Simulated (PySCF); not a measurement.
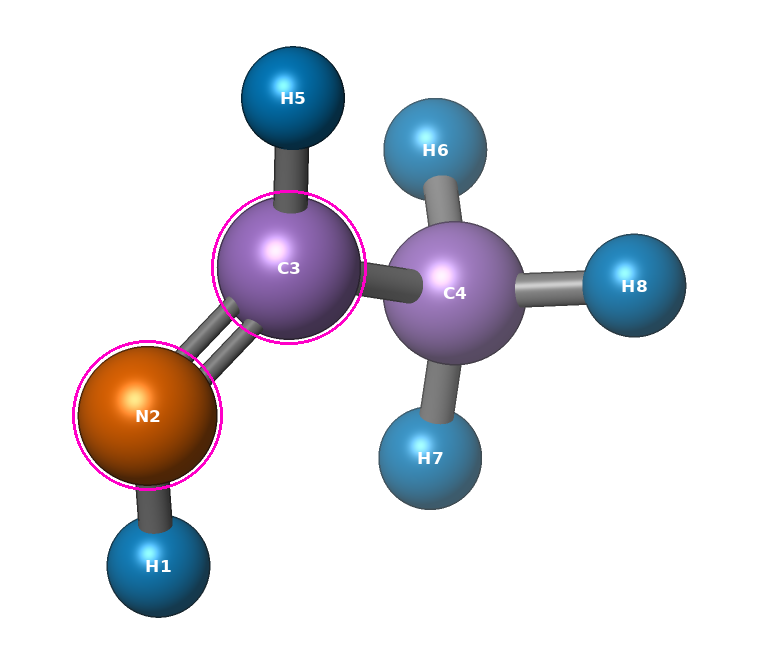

Atoms fade into the background with distance from the viewer. Circles mark the stereogenic atoms. The geometry was computed by an optimisation with PBE0-D3(BJ)/def2-SVP. No frequency run is at hand to confirm it as a minimum.

> What are the Cahn–Ingold–Prelog descriptors?

N2=C3: Z.
